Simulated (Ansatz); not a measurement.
Input

```
crystal:
  periodic: [false, false, false]
  atoms:
    - {symbol: Si, position_ang: [-0.966960, 0.715446, -0.226053]}
    - {symbol: O, position_ang: [1.515996, -1.060232, 0.611169]}
    - {symbol: F, position_ang: [-1.220216, -0.823824, -0.482600]}
    - {symbol: F, position_ang: [0.355230, 1.136744, -0.983973]}
    - {symbol: H, position_ang: [-2.084042, 1.463580, -0.811667]}
    - {symbol: H, position_ang: [2.077235, -0.680486, -0.069381]}
    - {symbol: Cl, position_ang: [-0.823432, 1.103981, 1.743174]}
    - {symbol: H, position_ang: [1.146089, -1.855209, 0.219331]}
basis:
  gaussian: {orbitals: def2-TZVPP}
hamiltonian: {xc: pbe0, dispersion: d4}
output: {orbitals: {seedname: orbitals}}
```

Run with:

```sh
ansatz run in.yaml --threads 4 --pin off --events-out ev --progress --plain --max-ram 9574MiB
```

The product side of a reaction path; geometry: PBE0-D4/def2-TZVP.

Level of theory: RKS PBE0-D4/def2-TZVPP in Ansatz 0.2.0.

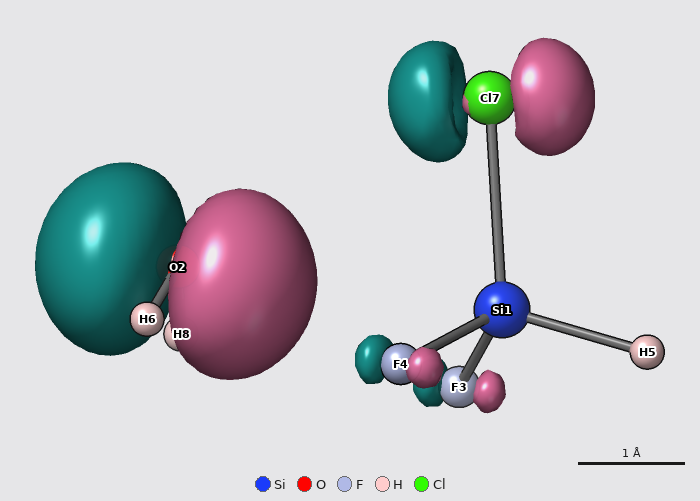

ClF2HSi···H2O. The HOMO at ±0.15 Å⁻³ᐟ² (teal and pink are the two phases), seen at a tilt.

Question: What is the character of this orbital?

Answer: It lies mainly on O2 (about 75 %) and Cl7 (about 10 %); largely a lone pair of O2. Its energy is −9.02 eV.
